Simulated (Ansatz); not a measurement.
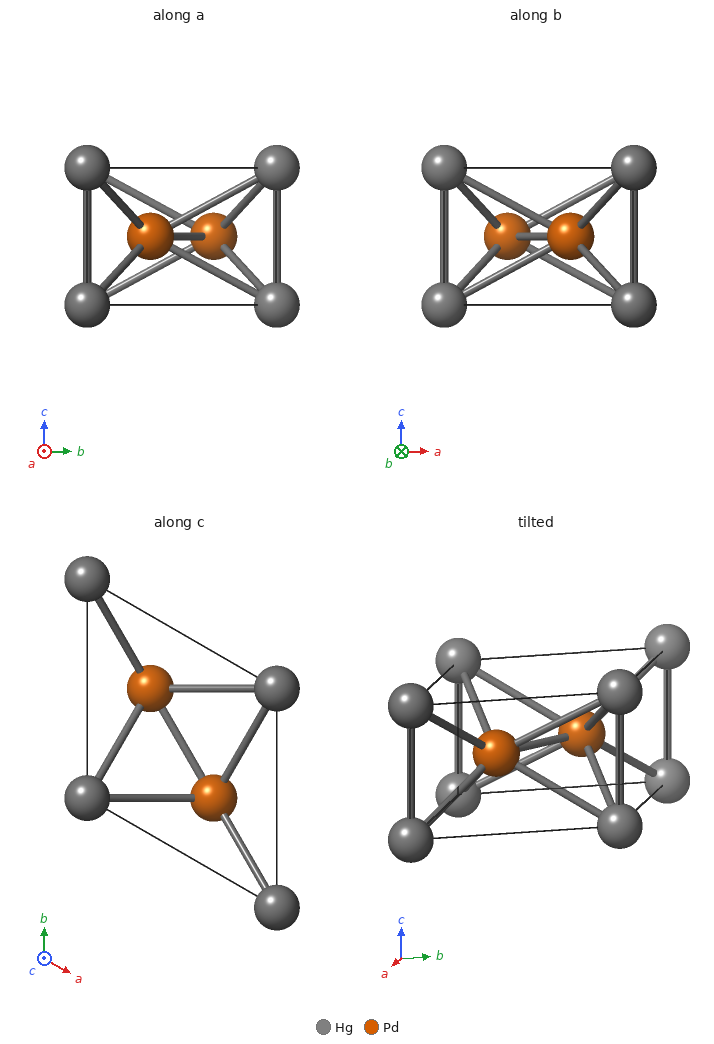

Shown here is a ball-and-stick view of the crystal, taken along the a axis, along the b axis, along the c axis and slightly off an axis. The lines enclose the conventional unit cell; boundary atoms appear with their images.

Lattice parameters: a = 4.5840 Å, b = 4.5840 Å, c = 2.8696 Å, α = 90.000°, β = 90.000°, γ = 120.000°.

**Express the structure as a CIF in P1 with every atom of the cell.**

```cif
data_structure
_symmetry_space_group_name_H-M 'P 1'
_symmetry_Int_Tables_number 1
_cell_length_a 4.5840
_cell_length_b 4.5840
_cell_length_c 2.8696
_cell_angle_alpha 90.000
_cell_angle_beta 90.000
_cell_angle_gamma 120.000
_cell_volume 52.22
loop_
_atom_site_label
_atom_site_type_symbol
_atom_site_fract_x
_atom_site_fract_y
_atom_site_fract_z
_atom_site_occupancy
Hg1 Hg 0.0000 0.0000 0.0000 1
Pd1 Pd 0.3333 0.6667 0.5000 1
Pd2 Pd 0.6667 0.3333 0.5000 1
```

The cell started as a structure type filled with these elements by a generator (whether the compound takes this form wasn't checked). This is the structure after a relaxation with DFT PBE, scalar-relativistic, plane waves, PAW in Ansatz 0.2.0.
